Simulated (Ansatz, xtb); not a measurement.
# Ligand exchange: CH7ClSi2 + CH2F2 → CH7FSi2 + CH2ClF

Species: CH7ClSi2 `[SiH3]C[SiH2]Cl`, singlet; CH2F2 (difluoromethane) `FCF`, singlet; CH7FSi2 `F[SiH2]C[SiH3]`, singlet; CH2ClF (chlorofluoromethane) `FCCl`, singlet. The partners trade Cl for F: Si–Cl and C–F bonds give way to Si–F and C–Cl.

Shapes, held fixed at every level: PBE0-D4/def2-TZVP. Flexible molecules stand in one conformer, not always the lowest. Programs: Ansatz 0.2.0, xtb 6.7.1. Electronic energies: no zero-point or thermal term.

```csv
level,kind,ΔE (kJ/mol),less CCSD(T)/CBS estimate
GFN0-xTB,semi-empirical,+34.7,+65.8
PBE-D4/def2-TZVPP,GGA,-23.0,+8.1
r2SCAN-D4/def2-TZVPP,meta-GGA,-25.8,+5.3
B3LYP-D4/def2-TZVPP,global hybrid,-28.0,+3.1
PBE0-D4/def2-TZVPP,global hybrid,-20.9,+10.2
wB97M-V/def2-TZVPP,range-separated hybrid,-26.2,+4.9
CCSD(T)/def2-TZVPP,coupled cluster or CI,-27.4,+3.7
CCSD/def2-TZVPP,coupled cluster or CI,-27.3,+3.8
CCSD(T)/CBS estimate,coupled cluster or CI,-31.1,0.0
```

The highest level, CCSD(T)/CBS estimate, gives ΔE = -31.1 kJ/mol; the levels span -31.1 to +34.7. They disagree on the sign: 1 of 9 are positive. GFN0-xTB strays far from the other rows. The column of differences is taken from that level and isn't an error. No measured value is set beside it here. The CBS estimate extrapolates MP2 from def2-TZVPP and def2-QZVPP and adds CCSD(T) − MP2 in the triple-zeta set, cores frozen. CCSD(T)/CBS estimate lies outside the range of all other levels here, so it shouldn't be taken on trust.

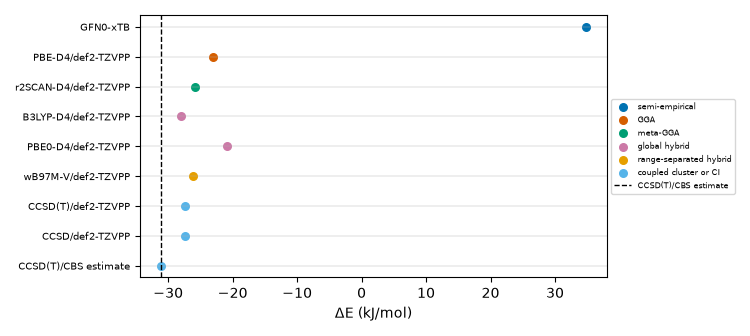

The values of the table, level by level.
